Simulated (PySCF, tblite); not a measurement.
# C₃H₇FOSi: a rotation path, then NMR shifts on frames

How do NMR shifts of C₃H₇FOSi (`C=C(CF)[SiH2]O`) change as the atoms move?

The runs use tblite 0.8.0 and PySCF 2.14.0, with density-fitted response routines of our own; the level of theory stands in each step. All values are computed, except where a source is named. Atoms are numbered from 0 throughout.

**1. Starting geometry**

13 atoms, charge 0, multiplicity 1; geometry from: GFN2-xTB.

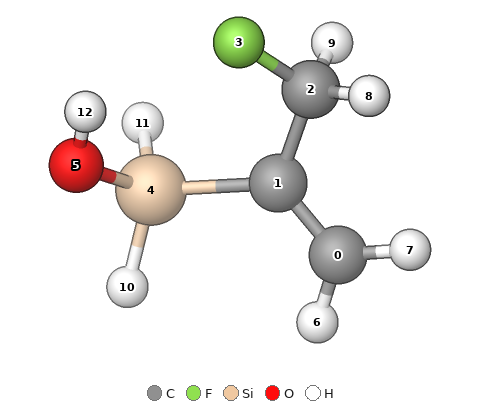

The starting geometry (carbon grey, fluorine green, silicon light orange, oxygen red, hydrogen white), atoms numbered; sticks join atoms by distance.

**2. A band between two rotamers with GFN2-xTB**

What the job is given:

```
{"job": {"kind": "neb", "xc": "GFN2-xTB", "basis": "xTB", "atoms": [2, 1, 4, 5], "turn": 120}, "charge": 0, "multiplicity": 1}
C     -0.746608     1.605410     0.462420
C     -0.342406     0.411361     0.056869
C     -1.322083    -0.722783     0.007296
F     -0.711448    -1.929112     0.297721
Si     1.428441     0.040322    -0.529676
O      2.123341    -1.120012     0.361052
H     -0.077126     2.447486     0.474895
H     -1.758175     1.798451     0.789936
H     -2.140231    -0.608024     0.725741
H     -1.732153    -0.832308    -1.004267
H      2.282998     1.192428    -0.292033
H      1.336327    -0.357227    -1.939244
H      1.654736    -1.925505     0.571562
```

Level: GFN2-xTB climbing-image nudged elastic band, gas phase.

Run with:

```bash
$ OMP_NUM_THREADS=1 python probes_run.py task.json out
```

The driver reads the jobs from task.json and runs them one after another.

What it wrote:

```text
image   E - E0 / eV
  0      -0.0000
  1       0.0085
  2       0.0218
  3       0.0046
  4       0.0018
  5       0.0328
  6       0.1068
  7       0.0970
  8       0.0895
```

It took 20 s on 1 thread of AMD EPYC, shared host; peak memory 0.19 GiB.

The final band, with the dihedral C2–C1–Si4–O5:

| image | dihedral (°) | energy (eV) | energy (kcal/mol) |
| --- | --- | --- | --- |
| 0 | -60 | 0.000 | 0.0 |
| 1 | -45 | 0.009 | 0.2 |
| 2 | -25 | 0.022 | 0.5 |
| 3 | -1 | 0.005 | 0.1 |
| 4 | 19 | 0.002 | 0.0 |
| 5 | 36 | 0.033 | 0.8 |
| 6 | 31 | 0.107 | 2.5 |
| 7 | 47 | 0.097 | 2.2 |
| 8 | 59 | 0.089 | 2.1 |

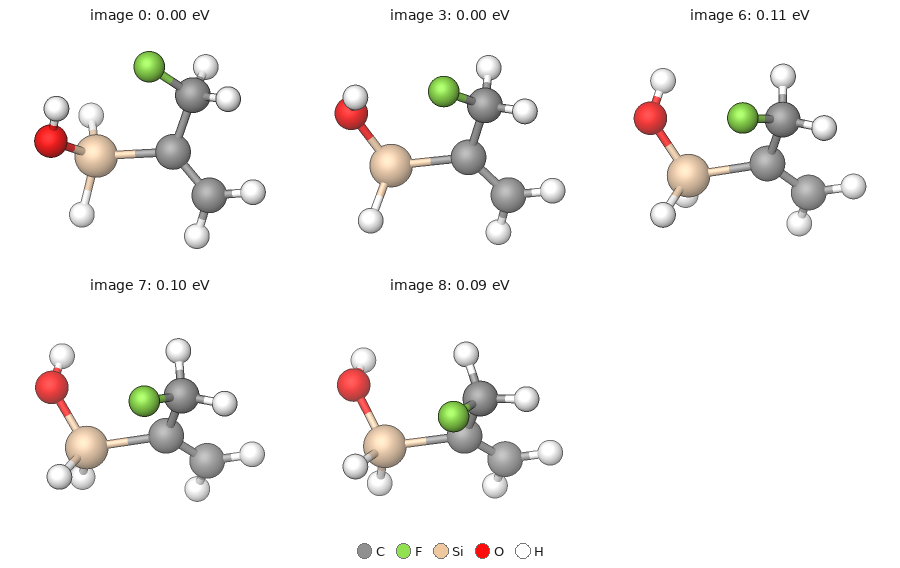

Images along the band.

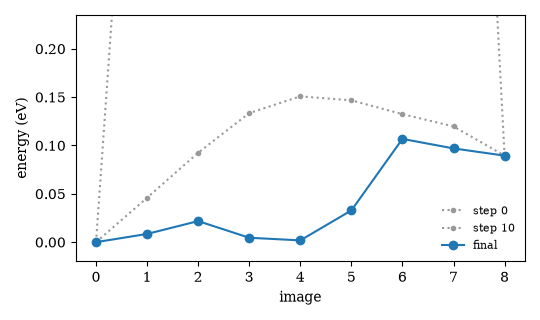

Energy along the band, early and final.

**3. NMR shieldings: image 0, PBE0/pcSseg-1**

What the job is given:

```
{"job": {"kind": "nmr", "xc": "PBE0", "basis": "pcSseg-1", "pop": false}, "charge": 0, "multiplicity": 1}
C     -0.746600     1.605400     0.462400
C     -0.342400     0.411400     0.056900
C     -1.322100    -0.722800     0.007300
F     -0.711400    -1.929100     0.297700
Si     1.428400     0.040300    -0.529700
O      2.123300    -1.120000     0.361100
H     -0.077100     2.447500     0.474900
H     -1.758200     1.798500     0.789900
H     -2.140200    -0.608000     0.725700
H     -1.732200    -0.832300    -1.004300
H      2.283000     1.192400    -0.292000
H      1.336300    -0.357200    -1.939200
H      1.654700    -1.925500     0.571600
```

Method: GIAO PBE0/pcSseg-1 NMR shielding, non-relativistic, gas phase.

What it wrote:

```text
coarse grid: 11400 points
cycle   1  E = -582.4465438231  dE =  6.243e-01  |g| = 8.206e-01  |ddm| = 3.170e+00
cycle   2  E = -582.3063372022  dE =  1.402e-01  |g| = 1.211e+00  |ddm| = 1.611e+00
cycle   3  E = -582.5626172793  dE = -2.563e-01  |g| = 1.039e-01  |ddm| = 1.135e+00
cycle   4  E = -582.5646222588  dE = -2.005e-03  |g| = 4.323e-02  |ddm| = 1.209e-01
cycle   5  E = -582.5650137039  dE = -3.914e-04  |g| = 1.071e-02  |ddm| = 3.843e-02
cycle   6  E = -582.5650337234  dE = -2.002e-05  |g| = 4.933e-03  |ddm| = 1.156e-02
cycle   7  E = -582.5650400023  dE = -6.279e-06  |g| = 7.963e-04  |ddm| = 4.313e-03
final grid: 105968 points
cycle   8  E = -582.6168650626  dE = -2.827e-05  |g| = 8.179e-03  |ddm| = 2.099e-02
cycle   9  E = -582.6168536219  dE =  1.144e-05  |g| = 1.140e-02  |ddm| = 1.516e-02
cycle  10  E = -582.6168792847  dE = -2.566e-05  |g| = 1.006e-03  |ddm| = 8.851e-03
cycle  11  E = -582.6168794747  dE = -1.899e-07  |g| = 1.674e-04  |ddm| = 8.768e-04
cycle  12  E = -582.6168794799  dE = -5.268e-09  |g| = 7.282e-05  |ddm| = 1.864e-04
cycle  13  E = -582.6168794809  dE = -1.028e-09  |g| = 2.483e-05  |ddm| = 7.617e-05
cycle  14  E = -582.6168794811  dE = -1.305e-10  |g| = 6.847e-06  |ddm| = 2.358e-05
converged SCF energy = -582.6168794811

GIAO shielding tensors (ppm)
atom      isotropic    diamagn.    paramagn.     s11        s22        s33       span
  0 C       55.951     253.140    -197.189    -57.526     62.980    162.398    219.924
  1 C       28.686     265.288    -236.602    -83.812     11.145    158.723    242.535
  2 C       92.664     241.643    -148.979     53.940     80.282    143.770     89.830
  3 F      418.728     474.875     -56.147    381.662    404.447    470.076     88.414
  4 Si     372.993     879.542    -506.548    333.132    359.902    425.945     92.812
  5 O      311.316     388.065     -76.749    275.400    310.417    348.130     72.730
  6 H       25.999      31.217      -5.219     22.880     25.094     30.022      7.142
  7 H       25.815      30.860      -5.045     22.734     25.375     29.335      6.601
  8 H       26.341      29.531      -3.190     22.442     26.475     30.108      7.666
  9 H       25.933      28.989      -3.056     22.461     26.102     29.236      6.774
 10 H       26.805      29.498      -2.692     23.496     25.474     31.446      7.950
 11 H       26.192      29.252      -3.060     23.557     24.422     30.595      7.038
 12 H       30.227      32.062      -1.835     21.092     26.904     42.685     21.594
```

Wall time 36 s (1 thread of AMD EPYC, shared host); peak memory 0.71 GiB.

Shifts follow as δ = σ(reference) − σ, with reference shieldings (ppm) from runs at the same level and on the same kind of geometry: 1H TMS 31.72, 13C TMS 186.9, 29Si TMS 349.2, 19F CFCl3 170.9, 17O H2O 336.1. The references are single molecules in the gas phase, so shifts against H2O, NH3, PH3, H3PO4 or CFCl3 are not on the usual liquid scales and can be off by tens of ppm. Each atom is listed at this fixed geometry, with no averaging over motion; a spectrum would average atoms that exchange fast.

```
atoms                                 environment  σ (ppm)  δ (ppm)
   C1             fully substituted alkene carbon     28.7    158.2
   C0                        terminal =CH2 carbon     56.0    131.0
   C2                 allylic sp3 CH2 bonded to F     92.7     94.3
   H7          hydrogen on a terminal =CH2 carbon    25.81     5.90
   H9  hydrogen on an allylic sp3 CH2 bonded to F    25.93     5.78
   H6          hydrogen on a terminal =CH2 carbon    26.00     5.72
  H11        hydrogen on a silicon bonded to C, O    26.19     5.53
   H8  hydrogen on an allylic sp3 CH2 bonded to F    26.34     5.38
  H10        hydrogen on a silicon bonded to C, O    26.81     4.91
  H12          hydrogen on an oxygen bonded to Si    30.23     1.49
   F3                   fluorine on an sp3 carbon    418.7   -247.8
  Si4                 silicon bonded to C, O, 2 H    373.0    -23.8
   O5                      oxygen bonded to Si, H    311.3     24.8
```

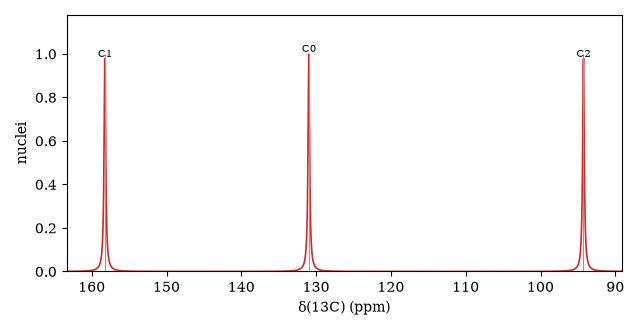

13C lines at the computed shifts, without couplings. Lines are broadened to a width of 0.26 ppm (Lorentzian).

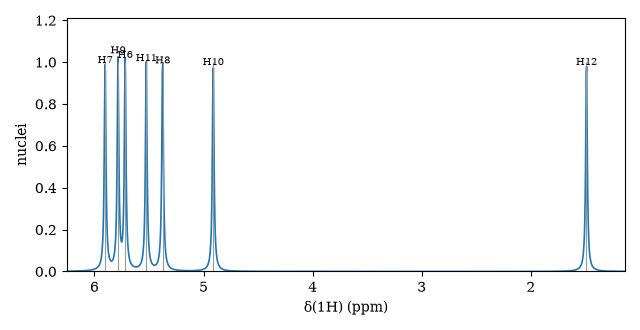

1H lines at the computed shifts, without couplings. Lines are broadened to a width of 0.02 ppm (Lorentzian).

The fields below are evaluated on a grid from the run's orbitals.

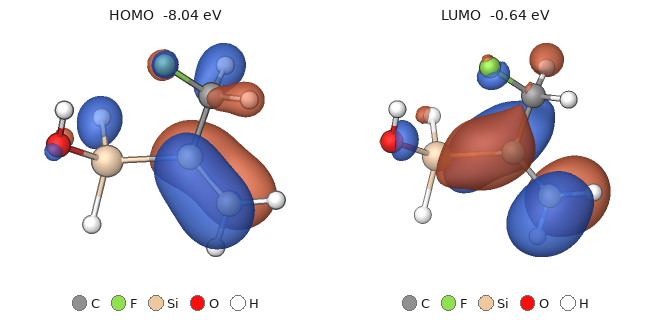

PBE0/pcSseg-1 orbitals near the gap, drawn at the value that encloses 70 % of each; the two colours are the two signs.

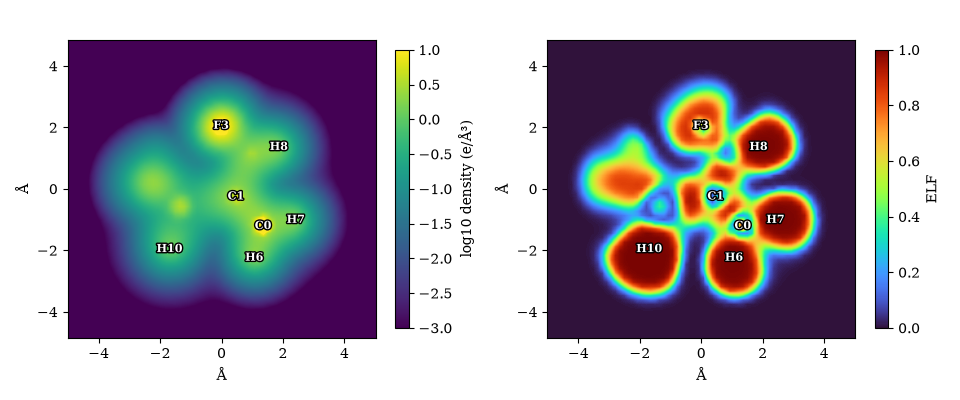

Density (left) and ELF (right) in a plane through or near 7 of the atoms.

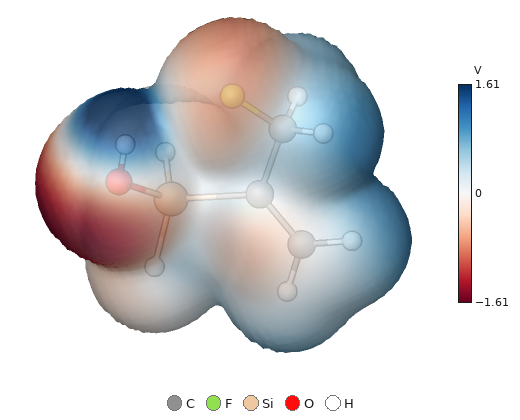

The potential that a unit positive charge feels on the 0.002 e/bohr³ surface, from -1.51 V near O5 to 1.61 V near H12.

**4. Nuclear shieldings: image 3, PBE0/pcSseg-1**

What the job is given:

```
{"job": {"kind": "nmr", "xc": "PBE0", "basis": "pcSseg-1", "pop": false}, "charge": 0, "multiplicity": 1}
C     -0.835600     1.639500     0.156900
C     -0.339800     0.415700     0.053300
C     -1.239800    -0.761400     0.288600
F     -0.592700    -1.771900     0.976400
Si     1.470400     0.098900    -0.442300
O      1.816000    -1.480700    -0.514700
H     -0.226400     2.504900    -0.038500
H     -1.863600     1.832800     0.427700
H     -2.121000    -0.500100     0.884000
H     -1.555500    -1.201800    -0.665200
H      2.313300     0.787100     0.538200
H      1.691400     0.533300    -1.816700
H      1.479000    -2.095600     0.134400
```

Level: GIAO PBE0/pcSseg-1 NMR shielding, non-relativistic, gas phase.

What it wrote:

```text
coarse grid: 11400 points
cycle   1  E = -582.4447881073  dE =  6.254e-01  |g| = 8.191e-01  |ddm| = 3.171e+00
cycle   2  E = -582.3114384605  dE =  1.333e-01  |g| = 1.197e+00  |ddm| = 1.553e+00
cycle   3  E = -582.5602086791  dE = -2.488e-01  |g| = 1.030e-01  |ddm| = 1.086e+00
cycle   4  E = -582.5621750358  dE = -1.966e-03  |g| = 4.291e-02  |ddm| = 1.190e-01
cycle   5  E = -582.5625593577  dE = -3.843e-04  |g| = 1.148e-02  |ddm| = 3.819e-02
cycle   6  E = -582.5625838927  dE = -2.454e-05  |g| = 5.005e-03  |ddm| = 1.258e-02
cycle   7  E = -582.5625903602  dE = -6.467e-06  |g| = 7.710e-04  |ddm| = 4.221e-03
final grid: 105968 points
cycle   8  E = -582.6147517170  dE = -2.862e-05  |g| = 8.115e-03  |ddm| = 2.076e-02
cycle   9  E = -582.6147410282  dE =  1.069e-05  |g| = 1.117e-02  |ddm| = 1.493e-02
cycle  10  E = -582.6147656622  dE = -2.463e-05  |g| = 1.036e-03  |ddm| = 8.709e-03
cycle  11  E = -582.6147658624  dE = -2.001e-07  |g| = 1.712e-04  |ddm| = 8.614e-04
cycle  12  E = -582.6147658676  dE = -5.295e-09  |g| = 8.275e-05  |ddm| = 1.942e-04
cycle  13  E = -582.6147658691  dE = -1.470e-09  |g| = 2.592e-05  |ddm| = 8.801e-05
cycle  14  E = -582.6147658693  dE = -1.502e-10  |g| = 7.061e-06  |ddm| = 2.396e-05
converged SCF energy = -582.6147658693

GIAO shielding tensors (ppm)
atom      isotropic    diamagn.    paramagn.     s11        s22        s33       span
  0 C       55.758     253.709    -197.951    -63.752     64.367    166.659    230.411
  1 C       30.177     264.646    -234.469    -82.664     19.307    153.888    236.552
  2 C       92.648     241.385    -148.737     54.228     80.459    143.258     89.030
  3 F      415.082     474.374     -59.291    379.741    398.092    467.414     87.673
  4 Si     378.350     879.615    -501.265    340.343    345.075    449.632    109.289
  5 O      319.690     388.503     -68.813    285.258    316.572    357.239     71.980
  6 H       26.237      31.184      -4.947     22.834     25.591     30.285      7.451
  7 H       25.642      30.913      -5.271     22.160     25.450     29.316      7.156
  8 H       26.406      29.530      -3.124     22.496     26.432     30.290      7.794
  9 H       25.861      29.059      -3.198     22.804     25.804     28.976      6.172
 10 H       26.281      29.177      -2.896     22.771     25.196     30.876      8.104
 11 H       26.428      29.098      -2.670     22.868     25.364     31.052      8.184
 12 H       29.888      32.044      -2.156     20.608     26.514     42.543     21.936
```

Wall time 26 s (1 thread of AMD EPYC, shared host); peak memory 0.78 GiB.

This run: δ C1 156.7, C0 131.2, C2 94.3, F3 -244.1, H7 6.07, H9 5.86 ppm.

[end of part 1 of 2]
